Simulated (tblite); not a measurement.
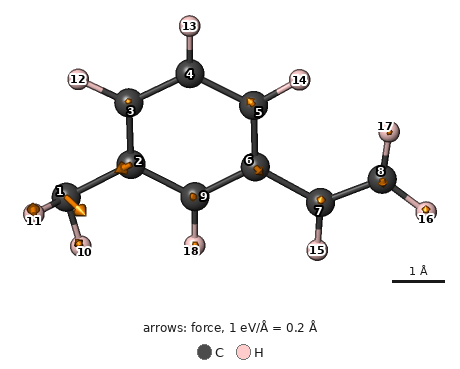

Starting geometry of C9H9 (multiplicity 2) with the computed forces as orange arrows. Style: ball-and-stick. Shown from a free direction.

All numbers below come from tblite, GFN2-xTB geometry optimisation, gas phase. 

> What follows when this structure is relaxed?

It isn't relaxed: the largest force vector, on C1, is 3.75 eV/Å. The final displacements follow the starting forces only in part (cosine between the two patterns 0.44). The largest move after the best rigid fit is that of H11, 0.83 Å. By element the largest moves are H 0.83 Å, C 0.24 Å. Some distances before and after: C1–C2 1.486 → 1.379 Å, C1–H11 1.130 → 1.075 Å, C2–C3 1.387 → 1.423 Å, C1–H10 1.106 → 1.075 Å. Bond angles that change, for instance: C2–C1–H10 107.6° → 121.2°, H10–C1–H11 104.1° → 117.5°, C2–C1–H11 109.0° → 121.2°. The energy falls by 99.3 kJ/mol in 52 geometry steps. Cost: 0.3 s on 1 thread of Arm Neoverse V2 (shared host).
